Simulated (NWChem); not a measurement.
# One shape, several levels: CH3AlO (SMILES [CH3][Al]=[O])

We compute a comparison of 4 runs (HF/STO-3G, HF/3-21G, B3LYP/6-31G*) of CH3AlO. 

The calculation is run with NWChem 7.3.0.

**1. Starting point**

The species is CH3AlO (6 atoms), meant as a singlet with charge 0. SMILES: `[CH3][Al]=[O]`. Geometry: relaxed at PBE0-D4/def2-TZVP.

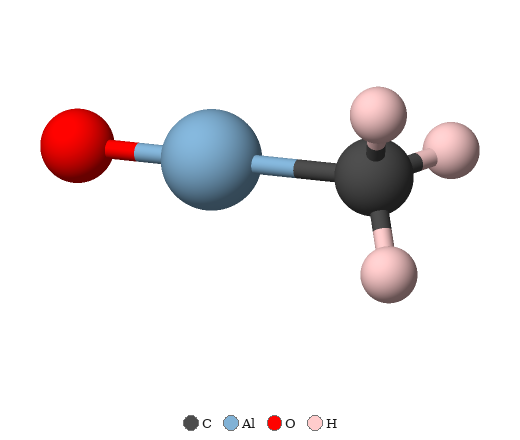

The structure, seen from a chosen angle (carbon dark grey, aluminium light blue, oxygen red, hydrogen pink).

**2. Energy and forces at HF/STO-3G (run 1)**

run.py reads:

```python
from ase import Atoms
from ase.calculators.nwchem import NWChem

system = Atoms(['C', 'Al', 'O', 'H', 'H', 'H'], positions=[
    [-0.412500, 0.498200, -0.315400],
    [0.696700, -0.841400, 0.532500],
    [1.611700, -1.946300, 1.232100],
    [0.065200, 1.479100, -0.263900],
    [-1.383600, 0.560900, 0.180800],
    [-0.577400, 0.249400, -1.366100],
])

calc = NWChem(
    label='m1',
    theory='scf',
    memory='2200 mb',
    basis='STO-3G',
    basispar='spherical bse',
    scf={'nopen': '0', 'rhf': None, 'thresh': '1e-08', 'maxiter': '80'},
)
system.calc = calc

forces = system.get_forces()
e = system.get_potential_energy()
print(f"E = {e:.6f} eV")
print("forces (eV/A):")
for s, f in zip(system.symbols, forces):
    print(f"{s:2s} {f[0]:10.5f} {f[1]:10.5f} {f[2]:10.5f}")
print("dipole (e A):", system.get_dipole_moment().round(4))
```

Run with:

```console
$ export ASE_NWCHEM_COMMAND="nwchem PREFIX.nwi > PREFIX.nwo"
$ python run.py
```

What it wrote:

```text
E = -9576.739457 eV
forces (eV/A):
C     0.45262   -0.55140    0.34972
Al    0.81427   -0.98288    0.62267
O    -1.27712    1.54204   -0.97651
H    -0.31398   -0.32761   -0.09811
H     0.34622    0.08891   -0.30092
H    -0.02201    0.23094    0.40320
dipole (e A): [-0.364   0.4395 -0.2783]
```

The calculator wrote m1.nwi:

```
title "m1"

permanent_dir m1

scratch_dir m1

start m1

geometry units angstrom nocenter noautosym noautoz
  C  -4.1249999999999998e-01 4.9819999999999998e-01 -3.1540000000000001e-01
  Al 6.9669999999999999e-01 -8.4140000000000004e-01 5.3249999999999997e-01
  O  1.6116999999999999e+00 -1.9462999999999999e+00 1.2321000000000000e+00
  H  6.5199999999999994e-02 1.4791000000000001e+00 -2.6390000000000002e-01
  H  -1.3835999999999999e+00 5.6089999999999995e-01 1.8079999999999999e-01
  H  -5.7740000000000002e-01 2.4940000000000001e-01 -1.3661000000000001e+00
end

memory 2200 mb

basis spherical bse noprint
   * library STO-3G
end

scf
  nopen 0
  rhf
  thresh 1e-08
  maxiter 80
end

task scf gradient
```

m1.nwo:

```text
Northwest Computational Chemistry Package (NWChem) 7.3.0
             --------------------------------------------------------

           Job information
           ---------------

    nwchem branch   = 7.3.0
    use scalapack   = T
    input           = m1.nwi
    prefix          = m1.
    data base       = m1/m1.db
    status          = startup
    nproc           =        1

           Memory information
           ------------------

    heap     =     72089596 doubles =      550.0 Mbytes
    stack    =     72089601 doubles =      550.0 Mbytes
    global   =    144179200 doubles =     1100.0 Mbytes (distinct from heap & stack)
    total    =    288358397 doubles =     2200.0 Mbytes
    verify   = yes
    hardfail = no

[... 133 lines left out ...]
 Convergence threshold     :          1.000E-08
[... 13 lines left out ...]
       Final RHF  results
[... 3 lines left out ...]
      One-electron energy =   -659.316036204240
[... 1 line left out ...]
 Nuclear repulsion energy =     83.909559255682
[... 30 lines left out ...]
                       ROHF Final Molecular Orbital Analysis
[... 188 lines left out ...]
                 ----------------------------------------
                 |  Time  |  1-e(secs)   |  2-e(secs)   |
                 ----------------------------------------
                 |  CPU   |       0.00   |       0.16   |
                 ----------------------------------------
                 |  WALL  |       0.00   |       0.16   |
                 ----------------------------------------

 Task  times  cpu:        0.6s     wall:        0.6s
 Total times  cpu:        0.7s     wall:        0.7s
```

Run time: 1.6 s. Hardware: 1 thread of AMD EPYC 9R45 (Zen 5), shared host; peak memory 0.1 GiB.

**3. Energy and gradient at HF/3-21G (run 2)**

nw.nw reads:

```
start nw
title "CH3AlO hf"
memory total 2200 mb

geometry noautosym nocenter noautoz
 C       -0.412500       0.498200      -0.315400
 Al       0.696700      -0.841400       0.532500
 O        1.611700      -1.946300       1.232100
 H        0.065200       1.479100      -0.263900
 H       -1.383600       0.560900       0.180800
 H       -0.577400       0.249400      -1.366100
end

basis spherical bse
 * library 3-21G
end

scf
 thresh 1e-08
 maxiter 80
end

task scf gradient
```

Run with:

```console
$ nwchem nw.nw > nw.out
```

What it wrote:

```text
[...]
  functions       =    37
[...]
  wavefunction    = RHF
[...]
         Total SCF energy =   -354.408988918402
      One-electron energy =   -658.725256154635
      Two-electron energy =    220.406707980552
 Nuclear repulsion energy =     83.909559255682
        Time for solution =      0.5s
[...]
                         RHF ENERGY GRADIENTS
    atom               coordinates                        gradient
                 x          y          z           x          y          z
   1 C      -0.779512   0.941461  -0.596020    0.006192  -0.007410   0.004682
   2 Al      1.316572  -1.590015   1.006279    0.001116  -0.001351   0.000853
   3 O       3.045671  -3.677974   2.328331   -0.005661   0.006837  -0.004328
   4 H       0.123210   2.795094  -0.498699    0.002754   0.004020   0.000632
   5 H      -2.614625   1.059947   0.341662   -0.004120  -0.000308   0.002745
   6 H      -1.091128   0.471298  -2.581555   -0.000281  -0.001789  -0.004584
[...]
```

Wall time 1.3 s (1 thread of AMD EPYC 9R45 (Zen 5), shared host); peak memory 0.099 GiB.

Run 3 isn't shown in full; the table further down has it.

**4. Energy and gradient at B3LYP/6-31G(d) (spherical functions) (run 4)**

run.py reads:

```python
from ase import Atoms
from ase.calculators.nwchem import NWChem

molecule = Atoms(['C', 'Al', 'O', 'H', 'H', 'H'], positions=[
    [-0.412500, 0.498200, -0.315400],
    [0.696700, -0.841400, 0.532500],
    [1.611700, -1.946300, 1.232100],
    [0.065200, 1.479100, -0.263900],
    [-1.383600, 0.560900, 0.180800],
    [-0.577400, 0.249400, -1.366100],
])

calc = NWChem(
    label='ch3alo',
    theory='dft',
    memory='2200 mb',
    basis='6-31G*',
    basispar='spherical bse',
    dft={'xc': 'b3lyp', 'mult': '1', 'grid': 'xfine', 'convergence': 'energy 1e-08', 'iterations': '100', 'mulliken': None},
)
molecule.calc = calc

forces = molecule.get_forces()
e = molecule.get_potential_energy()
print(f"E = {e:.6f} eV")
print("forces (eV/A):")
for s, f in zip(molecule.symbols, forces):
    print(f"{s:2s} {f[0]:10.5f} {f[1]:10.5f} {f[2]:10.5f}")
print("dipole (e A):", molecule.get_dipole_moment().round(4))
```

Run with:

```console
$ export ASE_NWCHEM_COMMAND="nwchem PREFIX.nwi > PREFIX.nwo"
$ python run.py
```

What it wrote:

```text
E = -9729.634223 eV
forces (eV/A):
C    -0.09565    0.11215   -0.07060
Al   -0.21551    0.26045   -0.16470
O     0.37687   -0.45519    0.28807
H     0.03610    0.08783    0.00087
H    -0.08397    0.01028    0.03754
H    -0.01789   -0.01548   -0.09122
dipole (e A): [-0.6246  0.7543 -0.4776]
```

The calculator wrote ch3alo.nwi:

```
title "ch3alo"

permanent_dir ch3alo

scratch_dir ch3alo

start ch3alo

geometry units angstrom nocenter noautosym noautoz
  C  -4.1249999999999998e-01 4.9819999999999998e-01 -3.1540000000000001e-01
  Al 6.9669999999999999e-01 -8.4140000000000004e-01 5.3249999999999997e-01
  O  1.6116999999999999e+00 -1.9462999999999999e+00 1.2321000000000000e+00
  H  6.5199999999999994e-02 1.4791000000000001e+00 -2.6390000000000002e-01
  H  -1.3835999999999999e+00 5.6089999999999995e-01 1.8079999999999999e-01
  H  -5.7740000000000002e-01 2.4940000000000001e-01 -1.3661000000000001e+00
end

memory 2200 mb

basis spherical bse noprint
   * library 6-31G*
end

dft
  xc b3lyp
  mult 1
  grid xfine
  convergence energy 1e-08
  iterations 100
  mulliken
end

task dft gradient
```

ch3alo.nwo:

```text
Northwest Computational Chemistry Package (NWChem) 7.3.0
             --------------------------------------------------------

           Job information
           ---------------

    nwchem branch   = 7.3.0
    use scalapack   = T
    input           = ch3alo.nwi
    prefix          = ch3alo.
    data base       = ch3alo/ch3alo.db
    status          = startup
    nproc           =        1

           Memory information
           ------------------

    heap     =     72089596 doubles =      550.0 Mbytes
    stack    =     72089601 doubles =      550.0 Mbytes
    global   =    144179200 doubles =     1100.0 Mbytes (distinct from heap & stack)
    total    =    288358397 doubles =     2200.0 Mbytes
    verify   = yes
    hardfail = no

[... 104 lines left out ...]
  convergence criterion.
[... 41 lines left out ...]
          Spatial weights used:  Erf1
[... 76 lines left out ...]
         Total DFT energy =     -357.557465620357
[... 3 lines left out ...]
 Nuclear repulsion energy =       83.909559255682
[... 436 lines left out ...]
          Convergence on gradient requested:  5.00D-04
[... 28 lines left out ...]
          total energy or number of iterations.
[... 37 lines left out ...]
                 ----------------------------------------
                 |  Time  |  1-e(secs)   |  2-e(secs)   |
                 ----------------------------------------
                 |  CPU   |       0.00   |       1.35   |
                 ----------------------------------------
                 |  WALL  |       0.00   |       1.35   |
                 ----------------------------------------

 Task  times  cpu:       10.4s     wall:       10.4s
 Total times  cpu:       10.5s     wall:       10.5s
```

It took 12 s on 1 thread of AMD EPYC 9R45 (Zen 5), shared host; peak memory 0.13 GiB.

**5. Overview of the runs**

| run | level | Cartesian functions | iteration cap | energy (Eh) | dipole moment (D) | HOMO energy (eV) | LUMO energy (eV) | wall time |
| --- | --- | --- | --- | --- | --- | --- | --- | --- |
| 1 | HF/STO-3G | no | 80 | -351.938687 | 3.05 | -5.95 | 9.89 | 1.6 s |
| 2 | HF/3-21G | no | 80 | -354.408989 | 5.57 | -10.19 | 1.79 | 1.3 s |
| 3 | B3LYP/6-31G* (Cartesian functions) | yes | 100 | -357.561400 | – | – | – | 12 s |
| 4 | B3LYP/6-31G* (spherical functions) | no | 100 | -357.557466 | 5.23 | -6.86 | -1.58 | 12 s |

**6. Summary of results**

| quantity | value |
| --- | --- |
| run 4: total energy | -357.55747 Eh |
| run 4: dipole moment | 5.23 D |
| run 4: HOMO energy | -6.86 eV |
| run 4: LUMO energy | -1.58 eV |
| run 4: HOMO–LUMO gap | 5.28 eV |
| run 4: largest force on an atom | 0.657 eV/Å |

**Reading.** Over runs 1, 2, 4 the dipole moment (its size) runs from 3.05 D (HF/STO-3G) to 5.57 D (HF/3-21G). Over runs 1, 2, 4 the HOMO–LUMO gap runs from 5.28 eV (B3LYP/6-31G*) to 15.84 eV (HF/STO-3G). The two ends differ in method and basis. In run 1 the basis is minimal, so the values are rough. All runs together took 26 s, the longest 12 s.
